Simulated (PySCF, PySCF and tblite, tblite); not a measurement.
# C₁₂H₁₂: telling isomers apart by computed NMR, part 3 of 3

PySCF and tblite. Atoms count from 0. The steps go on from the part before.

### 11 Averages, isomer A: properties at OPBE/6-31G*

Job settings and geometry (Å):

```
{"job": {"study": "conf", "smiles": "CCc1ccc2ccccc2c1", "search": {"seed": 5063, "n_embed": 60, "ff_keep": 14, "window": 2.5, "nmax": 6, "temps": [250, 298.15, 350], "t_ref": 298.15, "order": 0.001}, "level": {"nmr": {"xc": "OPBE", "basis": "6-31G*", "grid": 3, "scf": {"damp": 0.3}}, "alter": {"geometry": "GFN1-xTB"}, "change": "OPBE/6-31G*; grid level 3; damp 0.3; GFN1-xTB geometries"}, "kind": "conf"}, "charge": 0, "multiplicity": 1}
C      3.479246     0.674499     0.541882
C      2.810777    -0.145816    -0.567293
C      1.344139    -0.328048    -0.270236
C      0.935255    -1.348373     0.617312
C     -0.385335    -1.513104     0.937105
C     -1.374331    -0.662084     0.389857
C     -2.746871    -0.803329     0.701093
C     -3.677120     0.040804     0.154134
C     -3.278117     1.062590    -0.728112
C     -1.956282     1.223614    -1.050023
C     -0.970886     0.368659    -0.501693
C      0.401628     0.511485    -0.811980
H      3.010160     1.655879     0.618538
H      3.378673     0.166363     1.501422
H      4.539123     0.807544     0.324909
H      2.938299     0.369593    -1.524046
H      3.301070    -1.121744    -0.638626
H      1.684079    -2.008102     1.043383
H     -0.690014    -2.301477     1.617723
H     -3.051627    -1.591743     1.381597
H     -4.728238    -0.071219     0.396660
H     -4.028494     1.721775    -1.150878
H     -1.647510     2.010810    -1.730121
H      0.700640     1.301187    -1.494293
```

Standard output:

```text
conformer  sym    E(xTB)   E(DFT)   G(298.15 K)  weight  dipole/D
    1     C1      0.000    0.000    0.000   1.0000    0.499

mean shielding (ppm) by class
class atoms           250 K   298.15 K      350 K
  0 C  0            174.353    174.353    174.353
  1 C  1            161.393    161.393    161.393
  2 C  2             65.833     65.833     65.833
  3 C  3              78.65      78.65      78.65
  4 C  4             76.454     76.454     76.454
  5 C  5             77.001     77.001     77.001
  6 C  6             77.146     77.146     77.146
  7 C  7             80.462     80.462     80.462
  8 C  8              79.72      79.72      79.72
  9 C  9             77.501     77.501     77.501
 10 C  10            75.123     75.123     75.123
 11 C  11             77.95      77.95      77.95
 12 H  12,13,14      30.964     30.964     30.964
 13 H  15,16         29.382     29.382     29.382
 14 H  17            24.796     24.796     24.796
 15 H  18            24.514     24.514     24.514
 16 H  19            24.512     24.512     24.512
 17 H  20            24.771     24.771     24.771
 18 H  21            24.741     24.741     24.741
 19 H  22            24.533     24.533     24.533
 20 H  23            24.658     24.658     24.658
```

It took 73 s on 1 thread of Arm Neoverse V2, shared host. This counts the runs that the step sums up.

Against the first level, at 298 K (shieldings, ppm; largest changes first):

| atoms | PBE0/6-31G* | OPBE/6-31G* | change |
| --- | --- | --- | --- |
| C10 | 70.0 | 75.1 | +5.2 |
| C2 | 60.7 | 65.8 | +5.2 |
| C5 | 71.9 | 77.0 | +5.1 |
| C4 | 72.6 | 76.5 | +3.9 |
| C6 | 73.3 | 77.1 | +3.8 |
| C9 | 73.7 | 77.5 | +3.8 |
| C8 | 76.0 | 79.7 | +3.7 |
| C3 | 75.0 | 78.7 | +3.6 |
| C7 | 76.9 | 80.5 | +3.6 |
| C11 | 74.6 | 78.0 | +3.4 |

Weights: from PBE0/6-31G* energies 1: 100 %; from OPBE/6-31G* energies 1: 100 % (with a dispersion term where the level has one and the same thermal terms, so they don't follow from the SCF energies alone). Times: 45 s and 73 s.

### 12 Shieldings, isomer B, conformer 1: OPBE/6-31G*

Job settings and geometry (Å):

```
{"job": {"xc": "OPBE", "basis": "6-31G*", "grid": 1, "scf": {"conv": 1e-07}, "kind": "nmr", "pop": false}, "charge": 0, "multiplicity": 1}
C     -2.795354    -0.877042    -0.339234
C     -2.055953    -0.412989     0.921626
C     -0.862796     0.438113     0.559992
C     -0.985493     1.807548     0.590701
C      0.080147     2.647913     0.225815
C      1.272576     2.110906    -0.176991
C      1.445229     0.707959    -0.226336
C      2.672314     0.138884    -0.642697
C      2.836713    -1.219293    -0.692136
C      1.778250    -2.067724    -0.322120
C      0.578674    -1.546546     0.086222
C      0.368057    -0.146870     0.145450
H     -3.151983    -0.014785    -0.903513
H     -3.650402    -1.495291    -0.065069
H     -2.133189    -1.459677    -0.979956
H     -2.743806     0.172691     1.539591
H     -1.749194    -1.284651     1.506831
H     -1.921867     2.257290     0.904656
H     -0.055222     3.723172     0.265085
H      2.099446     2.751573    -0.464182
H      3.484064     0.802098    -0.923452
H      3.779334    -1.648798    -1.012557
H      1.917990    -3.142472    -0.361194
H     -0.219271    -2.222247     0.371023
```

Standard output:

```text
final grid: 91824 points
cycle   1  E = -464.2090501507  dE =  1.566e+00  |g| = 6.051e-01  |ddm| = 5.015e+00
cycle   2  E = -464.1582156258  dE =  5.083e-02  |g| = 7.464e-01  |ddm| = 1.713e+00
cycle   3  E = -464.3172889309  dE = -1.591e-01  |g| = 6.236e-02  |ddm| = 1.019e+00
cycle   4  E = -464.3176786536  dE = -3.897e-04  |g| = 4.769e-02  |ddm| = 1.376e-01
cycle   5  E = -464.3182583011  dE = -5.796e-04  |g| = 1.606e-02  |ddm| = 6.665e-02
cycle   6  E = -464.3183219559  dE = -6.365e-05  |g| = 6.719e-03  |ddm| = 2.475e-02
cycle   7  E = -464.3183331533  dE = -1.120e-05  |g| = 2.299e-03  |ddm| = 9.215e-03
cycle   8  E = -464.3183346712  dE = -1.518e-06  |g| = 5.745e-04  |ddm| = 3.310e-03
cycle   9  E = -464.3183347522  dE = -8.094e-08  |g| = 2.303e-04  |ddm| = 8.293e-04
converged SCF energy = -464.3183347522

GIAO shielding tensors (ppm)
atom      isotropic    diamagn.    paramagn.     s11        s22        s33       span
  0 C      175.979     249.226     -73.247    165.624    167.861    194.453     28.829
  1 C      164.377     249.747     -85.371    152.374    161.885    178.871     26.498
  2 C       66.756     255.429    -188.673     -7.956     31.912    176.311    184.267
  3 C       78.773     260.320    -181.548     -5.020     72.377    168.961    173.981
  4 C       79.500     257.619    -178.119     -8.493     65.313    181.681    190.174
  5 C       77.943     259.720    -181.777     -3.351     68.473    168.706    172.058
  6 C       75.183     254.468    -179.285     10.149     14.527    200.873    190.724
  7 C       75.836     259.008    -183.172     -7.069     65.419    169.159    176.228
  8 C       80.140     256.227    -176.087     -7.885     64.919    183.384    191.269
  9 C       79.918     257.243    -177.326     -8.868     66.206    182.415    191.283
 10 C       81.253     263.756    -182.503     -4.340     65.653    182.446    186.786
 11 C       77.629     255.992    -178.363     14.962     19.902    198.022    183.061
 12 H       31.089      30.732       0.357     26.266     30.519     36.482     10.216
 13 H       30.903      30.010       0.893     26.982     27.306     38.422     11.439
 14 H       30.735      31.230      -0.495     24.761     32.506     34.938     10.177
 15 H       29.389      31.921      -2.532     24.466     29.003     34.698     10.232
 16 H       28.718      32.626      -3.908     24.392     28.857     32.906      8.514
 17 H       24.794      31.854      -7.060     19.941     24.685     29.756      9.815
 18 H       24.790      28.472      -3.682     20.317     26.251     27.800      7.483
 19 H       24.590      29.777      -5.187     19.613     25.622     28.536      8.922
 20 H       24.441      29.315      -4.874     19.466     25.273     28.584      9.118
 21 H       24.732      27.028      -2.296     20.394     26.135     27.668      7.274
 22 H       24.673      29.131      -4.458     20.095     25.718     28.206      8.111
 23 H       24.150      34.541     -10.390     18.124     23.573     30.754     12.631
```

Run time: 33 s. Hardware: 1 thread of Arm Neoverse V2, shared host.

Key values: HOMO -5.08 eV, LUMO -1.61 eV; dipole 0.36 D.

### 13 Shieldings, isomer B, conformer 2: OPBE/6-31G*

Job settings and geometry (Å):

```
{"job": {"xc": "OPBE", "basis": "6-31G*", "grid": 1, "scf": {"conv": 1e-07}, "kind": "nmr", "pop": false}, "charge": 0, "multiplicity": 1}
C      3.387483    -0.106655     0.257268
C      1.989839    -0.716044     0.348149
C      0.851645     0.216172    -0.008486
C      1.066932     1.519641    -0.386071
C     -0.000184     2.375785    -0.713817
C     -1.290324     1.926209    -0.664065
C     -1.563707     0.592030    -0.281502
C     -2.892397     0.109151    -0.224186
C     -3.156321    -1.181938     0.147000
C     -2.097327    -2.045587     0.476655
C     -0.799954    -1.606149     0.429833
C     -0.486733    -0.277457     0.051087
H      3.604792     0.227900    -0.757476
H      4.125173    -0.861200     0.533101
H      3.492565     0.738159     0.938523
H      1.947683    -1.589162    -0.313431
H      1.835720    -1.081184     1.370279
H      2.071207     1.922674    -0.440699
H      0.216432     3.397480    -1.006139
H     -2.117451     2.581556    -0.915259
H     -3.702020     0.784514    -0.481030
H     -4.177031    -1.545536     0.189206
H     -2.314656    -3.066938     0.769724
H     -0.003099    -2.293656     0.688893
```

Standard output:

```text
final grid: 91824 points
cycle   1  E = -464.2083394511  dE =  1.569e+00  |g| = 6.055e-01  |ddm| = 5.019e+00
cycle   2  E = -464.1575257843  dE =  5.081e-02  |g| = 7.465e-01  |ddm| = 1.737e+00
cycle   3  E = -464.3162732264  dE = -1.587e-01  |g| = 6.759e-02  |ddm| = 1.041e+00
cycle   4  E = -464.3166286594  dE = -3.554e-04  |g| = 5.447e-02  |ddm| = 1.447e-01
cycle   5  E = -464.3174327240  dE = -8.041e-04  |g| = 1.702e-02  |ddm| = 7.908e-02
cycle   6  E = -464.3175104343  dE = -7.771e-05  |g| = 6.601e-03  |ddm| = 2.617e-02
cycle   7  E = -464.3175216374  dE = -1.120e-05  |g| = 2.195e-03  |ddm| = 8.771e-03
cycle   8  E = -464.3175229799  dE = -1.342e-06  |g| = 6.525e-04  |ddm| = 3.301e-03
cycle   9  E = -464.3175231062  dE = -1.263e-07  |g| = 2.235e-04  |ddm| = 1.046e-03
cycle  10  E = -464.3175231202  dE = -1.402e-08  |g| = 3.219e-05  |ddm| = 2.655e-04
converged SCF energy = -464.3175231202

GIAO shielding tensors (ppm)
atom      isotropic    diamagn.    paramagn.     s11        s22        s33       span
  0 C      181.950     247.547     -65.596    177.413    178.533    189.905     12.492
  1 C      168.062     251.362     -83.300    162.661    164.157    177.368     14.707
  2 C       68.955     255.120    -186.166     -4.081     35.379    175.566    179.647
  3 C       82.521     260.638    -178.117     -3.980     66.756    184.787    188.767
  4 C       79.547     258.108    -178.561     -9.503     66.552    181.591    191.094
  5 C       77.845     259.851    -182.006     -4.025     69.002    168.556    172.581
  6 C       75.647     254.687    -179.039     10.458     15.856    200.629    190.171
  7 C       76.037     258.968    -182.931     -6.755     65.868    168.998    175.753
  8 C       80.212     256.090    -175.878     -8.243     65.324    183.555    191.797
  9 C       79.941     257.065    -177.124     -8.598     66.075    182.346    190.944
 10 C       81.684     263.189    -181.506     -5.507     66.785    183.774    189.282
 11 C       76.380     256.055    -179.675     13.956     18.786    196.399    182.443
 12 H       30.738      30.023       0.714     26.436     29.286     36.491     10.055
 13 H       30.830      28.980       1.850     25.471     29.422     37.596     12.125
 14 H       30.737      30.024       0.713     26.435     29.284     36.494     10.059
 15 H       28.934      33.192      -4.258     21.862     31.042     33.899     12.036
 16 H       28.939      33.188      -4.249     21.875     31.042     33.900     12.025
 17 H       24.746      32.926      -8.180     18.922     24.182     31.133     12.211
 18 H       24.709      28.928      -4.219     20.044     26.057     28.026      7.982
 19 H       24.567      29.890      -5.323     19.570     25.558     28.575      9.005
 20 H       24.445      29.240      -4.795     19.392     25.295     28.646      9.254
 21 H       24.712      26.681      -1.968     20.329     26.093     27.715      7.386
 22 H       24.656      28.913      -4.257     20.007     25.787     28.172      8.165
 23 H       24.141      34.715     -10.574     17.635     23.842     30.946     13.311
```

Run time: 35 s. Hardware: 1 thread of Arm Neoverse V2, shared host.

In short: HOMO -5.08 eV, LUMO -1.60 eV; dipole 0.49 D.

### 14 Averages, isomer B: properties at OPBE/6-31G*

Job settings and geometry (Å):

```
{"job": {"study": "conf", "smiles": "CCc1cccc2ccccc12", "search": {"seed": 5063, "n_embed": 60, "ff_keep": 14, "window": 2.5, "nmax": 6, "temps": [250, 298.15, 350], "t_ref": 298.15, "order": 0.001}, "level": {"nmr": {"xc": "OPBE", "basis": "6-31G*", "grid": 1, "scf": {"conv": 1e-07}}, "alter": {"geometry": "GFN1-xTB"}, "change": "OPBE/6-31G*; grid level 1; conv 1e-07; GFN1-xTB geometries"}, "kind": "conf"}, "charge": 0, "multiplicity": 1}
C     -2.795354    -0.877042    -0.339234
C     -2.055953    -0.412989     0.921626
C     -0.862796     0.438113     0.559992
C     -0.985493     1.807548     0.590701
C      0.080147     2.647913     0.225815
C      1.272576     2.110906    -0.176991
C      1.445229     0.707959    -0.226336
C      2.672314     0.138884    -0.642697
C      2.836713    -1.219293    -0.692136
C      1.778250    -2.067724    -0.322120
C      0.578674    -1.546546     0.086222
C      0.368057    -0.146870     0.145450
H     -3.151983    -0.014785    -0.903513
H     -3.650402    -1.495291    -0.065069
H     -2.133189    -1.459677    -0.979956
H     -2.743806     0.172691     1.539591
H     -1.749194    -1.284651     1.506831
H     -1.921867     2.257290     0.904656
H     -0.055222     3.723172     0.265085
H      2.099446     2.751573    -0.464182
H      3.484064     0.802098    -0.923452
H      3.779334    -1.648798    -1.012557
H      1.917990    -3.142472    -0.361194
H     -0.219271    -2.222247     0.371023
```

Standard output:

```text
conformer  sym    E(xTB)   E(DFT)   G(298.15 K)  weight  dipole/D
    1     C1      0.000    0.000    0.000   0.8791    0.365
    2     Cs      1.156    0.653    1.176   0.1209    0.488

mean shielding (ppm) by class
class atoms           250 K   298.15 K      350 K
  0 C  0            176.572    176.701    176.818
  1 C  1            164.743    164.822    164.894
  2 C  2             66.974     67.021     67.065
  3 C  3             79.145     79.226     79.299
  4 C  4             79.505     79.506     79.507
  5 C  5             77.933     77.931     77.929
  6 C  6             75.229     75.239     75.248
  7 C  7             75.856      75.86     75.864
  8 C  8             80.147     80.148      80.15
  9 C  9              79.92     79.921     79.921
 10 C  10            81.295     81.305     81.313
 11 C  11            77.505     77.478     77.453
 12 H  12,13,14      30.895     30.892     30.889
 13 H  15,16         29.042      29.04     29.037
 14 H  17            24.789     24.788     24.787
 15 H  18            24.782      24.78     24.778
 16 H  19            24.588     24.588     24.587
 17 H  20            24.442     24.442     24.442
 18 H  21             24.73      24.73     24.729
 19 H  22            24.671     24.671      24.67
 20 H  23            24.149     24.149     24.149
```

Wall time 68 s (1 thread of Arm Neoverse V2, shared host). This counts the runs that the step sums up.

Against the first level, at 298 K (shieldings, ppm; largest changes first):

| atoms | PBE0/6-31G* | OPBE/6-31G* | change |
| --- | --- | --- | --- |
| C6 | 69.9 | 75.2 | +5.4 |
| C11 | 72.5 | 77.5 | +5.0 |
| C2 | 62.2 | 67.0 | +4.8 |
| C7 | 71.9 | 75.9 | +3.9 |
| C5 | 74.1 | 77.9 | +3.9 |
| C9 | 76.2 | 79.9 | +3.7 |
| C8 | 76.5 | 80.1 | +3.7 |
| C4 | 75.9 | 79.5 | +3.6 |
| C10 | 77.8 | 81.3 | +3.5 |
| C3 | 75.7 | 79.2 | +3.5 |

Weights: from PBE0/6-31G* energies 1: 85 %, 2: 15 %; from OPBE/6-31G* energies 1: 88 %, 2: 12 % (with a dispersion term where the level has one and the same thermal terms, so they don't follow from the SCF energies alone). Times: 68 s and 68 s.

### 15 Assigning the signals

Job settings and geometry (Å):

```
{"job": {"study": "set", "relation": "regioisomers", "members": [{"smiles": "[CH3:1][CH2:2][c:3]1[cH:4][cH:5][c:6]2[cH:7][cH:8][cH:9][cH:10][c:11]2[cH:12]1"}, {"smiles": "[CH3:1][CH2:2][c:3]1[cH:4][cH:5][cH:6][c:7]2[cH:8][cH:9][cH:10][cH:11][c:12]12"}], "charge": 0, "search": {"seed": 5063, "n_embed": 60, "ff_keep": 14, "window": 2.5, "nmax": 6, "temps": [250, 298.15, 350], "t_ref": 298.15, "order": 0.001}, "level": {"nmr": {"xc": "PBE0", "basis": "6-31G*"}}, "dp4": {"C": [1.5, 10], "H": [0.2, 10]}, "second_levels": [{"nmr": {"xc": "OPBE", "basis": "6-31G*", "grid": 3, "scf": {"damp": 0.3}}, "wide": true, "alter": {"geometry": "GFN1-xTB"}, "change": "OPBE/6-31G*; grid level 3; damp 0.3; GFN1-xTB geometries"}, {"nmr": {"xc": "OPBE", "basis": "6-31G*", "grid": 1, "scf": {"conv": 1e-07}}, "wide": true, "alter": {"geometry": "GFN1-xTB"}, "change": "OPBE/6-31G*; grid level 1; conv 1e-07; GFN1-xTB geometries"}], "kind": "set"}, "charge": 0, "multiplicity": 1}
C      3.475696     0.672337     0.540225
C      2.804505    -0.145549    -0.564964
C      1.342649    -0.325707    -0.270697
C      0.931466    -1.342672     0.613817
C     -0.385142    -1.508162     0.933857
C     -1.372985    -0.661143     0.389324
C     -2.741371    -0.801105     0.698615
C     -3.670066     0.040670     0.153554
C     -3.272239     1.059773    -0.726011
C     -1.953452     1.219318    -1.046901
C     -0.970172     0.367958    -0.500895
C      0.398192     0.507826    -0.809501
H      3.008873     1.651619     0.620172
H      3.376521     0.168378     1.499095
H      4.533538     0.807185     0.325960
H      2.930201     0.367458    -1.520441
H      3.290406    -1.121411    -0.634706
H      1.679509    -1.998731     1.036634
H     -0.690885    -2.293496     1.611135
H     -3.042497    -1.587585     1.376582
H     -4.717217    -0.071481     0.394924
H     -4.019201     1.717184    -1.147122
H     -1.643033     2.002854    -1.724035
H      0.694972     1.294245    -1.490304
```

Standard output:

```text
isomer  G rel   conformers  SMILES
A     0.000      1   CCc1ccc2ccccc2c1
B     0.971      2   CCc1cccc2ccccc12

signals of isomer A at the second level: probabilities [0.99995, 5e-05]

signals of isomer B at the second level: probabilities [0.00166, 0.99834]
```

Run time: 4.3 min. Hardware: 1 thread of Arm Neoverse V2, shared host; peak memory 1.1 GiB. This counts the whole study up to here.

The 2 candidates (regioisomers), with energies and dipoles from their ensembles above, at 298 K; shieldings at PBE0/6-31G*:

| isomer | SMILES | conformers | ΔE | ΔG | μ rms (D) |
| --- | --- | --- | --- | --- | --- |
| A | CCc1ccc2ccccc2c1 | 1 | 0.00 | 0.00 | 0.41 |
| B | CCc1cccc2ccccc12 | 2 | 0.72 | 0.97 | 0.31 |

Energies in kcal/mol.

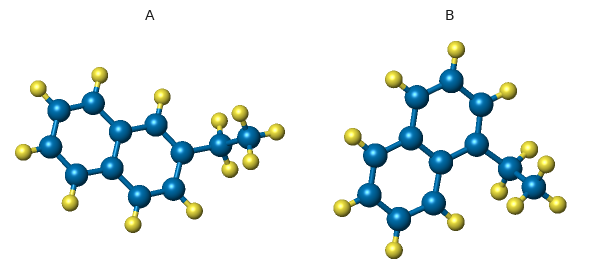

The leading conformer of each candidate.

The signals of isomer A, computed at a second level (OPBE/6-31G* on GFN1-xTB geometries), stand in for a spectrum. The test takes 12 C values, 12 H values (hydrogens on carbon alone). Each candidate's shieldings are matched to them as sorted lists by a straight-line fit, or by a shift alone where signals are few or close (slope 1; a small slope inflates the errors), and the errors are weighed by Student-t tails (C: width 1.5 ppm, H: width 0.2 ppm).

| candidate | C slope | C mean error | C largest | H slope | H mean error | H largest | P(C) | P(H) | P(all) |
| --- | --- | --- | --- | --- | --- | --- | --- | --- | --- |
| A | 1.06 | 0.4 | 0.9 | 1.01 | 0.01 | 0.02 | 98.1 | 99.7 | 100.0 |
| B | 1.09 | 0.9 | 1.7 | 0.99 | 0.11 | 0.28 | 1.9 | 0.3 | 0.0 |

Errors in ppm, probabilities in per cent.

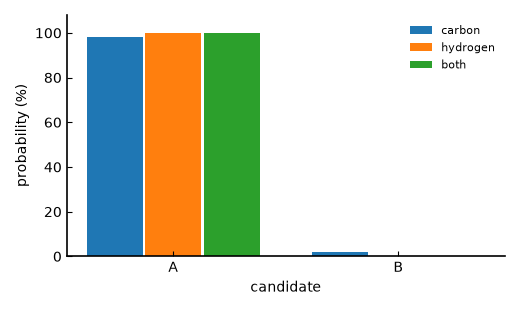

Probabilities for the signals of isomer A.

The signals of isomer B, computed at a second level (OPBE/6-31G* on GFN1-xTB geometries), stand in for a spectrum. The test takes 12 C values, 12 H values (hydrogens on carbon alone). Each candidate's shieldings are matched to them as sorted lists by a straight-line fit, or by a shift alone where signals are few or close (slope 1; a small slope inflates the errors), and the errors are weighed by Student-t tails (C: width 1.5 ppm, H: width 0.2 ppm).

| candidate | C slope | C mean error | C largest | H slope | H mean error | H largest | P(C) | P(H) | P(all) |
| --- | --- | --- | --- | --- | --- | --- | --- | --- | --- |
| A | 1.04 | 0.4 | 1.0 | 1.02 | 0.12 | 0.28 | 57.6 | 0.1 | 0.2 |
| B | 1.06 | 0.4 | 1.1 | 1.01 | 0.02 | 0.03 | 42.4 | 99.9 | 99.8 |

Errors in ppm, probabilities in per cent.

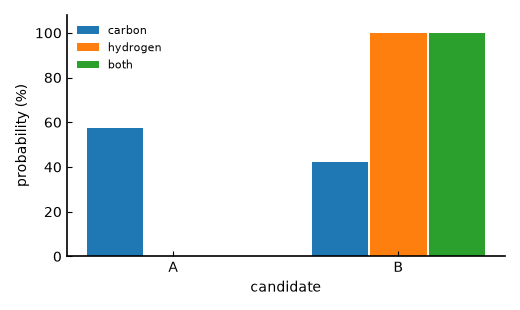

Probabilities for the signals of isomer B.

### 16 What came out

The summary covers parts 1 to 3.

```
                                         quantity                                                                                 value
                             conformers, isomer A                                  1; the first in weight is no. 1 (C1), 100 % at 298 K
                root-mean-square dipole, isomer A                                                                                0.41 D
      averaged 13C shifts, isomer A (PBE0/6-31G*)  135.7, 126.4, 124.5, 123.8, 123.0, 122.7, 121.8, 121.4, 120.4, 119.5, 33.2, 20.9 ppm
       averaged 1H shifts, isomer A (PBE0/6-31G*)                              7.88, 7.88, 7.86, 7.70, 7.64, 7.61, 7.57, 2.93, 1.36 ppm
                             conformers, isomer B                                   2; the first in weight is no. 1 (C1), 85 % at 298 K
                root-mean-square dipole, isomer B                                                                                0.31 D
      averaged 13C shifts, isomer B (PBE0/6-31G*)  134.2, 126.5, 124.5, 123.9, 122.3, 120.6, 120.5, 120.2, 119.9, 118.6, 29.5, 18.2 ppm
       averaged 1H shifts, isomer B (PBE0/6-31G*)                              8.21, 7.94, 7.79, 7.72, 7.66, 7.60, 7.56, 3.26, 1.43 ppm
                            lowest in free energy                                                                              isomer A
signals of A (OPBE/6-31G* on GFN1-xTB geometries)                                                                     best fit A, 100 %
signals of B (OPBE/6-31G* on GFN1-xTB geometries)                                                                     best fit B, 100 %
```

The search found one conformer for isomer A in the window, so the averages are its own values. Conformer 1 leads for isomer B with 85 % at 298 K, and its share goes from 88 % at 250 K to 84 % at 350 K. Among conformers of isomer B over 5 %, C0 differs by 6.3 ppm, while the average moves by 0.2 ppm from 250 to 350 K. Going from PBE0/6-31G* to OPBE/6-31G* moves C10 of isomer A most, by 5.2 ppm of raw shielding (the geometries differ too). Between PBE0/6-31G* and OPBE/6-31G*, C6 of isomer B changes most, by 5.4 ppm of raw shielding (the geometries differ too); the energies behind both averages, dispersion terms included where typed, rank the same conformer first. The test names the right isomer, A, with 100 %. The test names the right isomer, B, with 100 %. The stand-in spectrum is computed, so it shares conformers and some errors with the candidates; a measured one would test harder.
